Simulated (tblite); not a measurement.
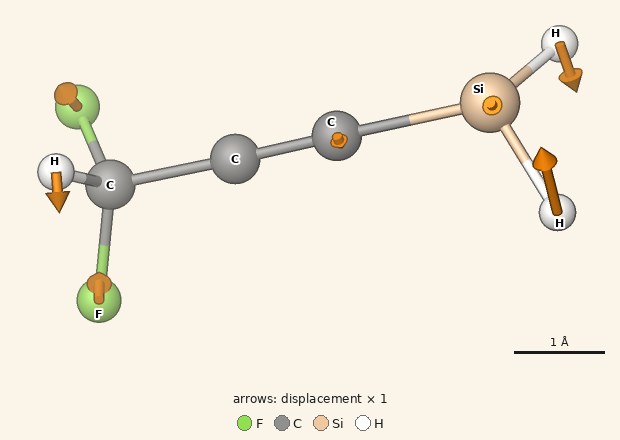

A relaxation of C₃H₃F₂Si (multiplicity 2). The starting structure is drawn; orange arrows show the displacements, at their true length. The two geometries are superimposed by the best rigid fit.

Style: ball-and-stick. Shown at a tilt.

Theory: tblite, GFN2-xTB geometry optimisation, gas phase. 

> Which element moves most?

Hydrogen: up to 1.01 Å, against 0.62 Å for fluorine.

> What did the optimiser do to the structure, and how much energy did it gain?

Over 78 geometry steps the energy falls by 0.207 eV. The largest move after the best rigid fit is that of an H atom, 1.01 Å. By element the largest moves are H 1.01 Å, F 0.62 Å, Si 0.28 Å, C 0.22 Å. Some distances before and after: H–Si 1.485 → 1.447 Å, C–C 1.475 → 1.446 Å, C–Si 1.815 → 1.806 Å, C–H 1.112 → 1.104 Å. Bond angles that change, for instance: H–Si–H 106.6° → 120.7°, C–C–H 105.3° → 112.0°, C–Si–H 112.2° → 116.9°. The run took 0.26 s on 1 thread of Arm Neoverse V2, on a shared host.
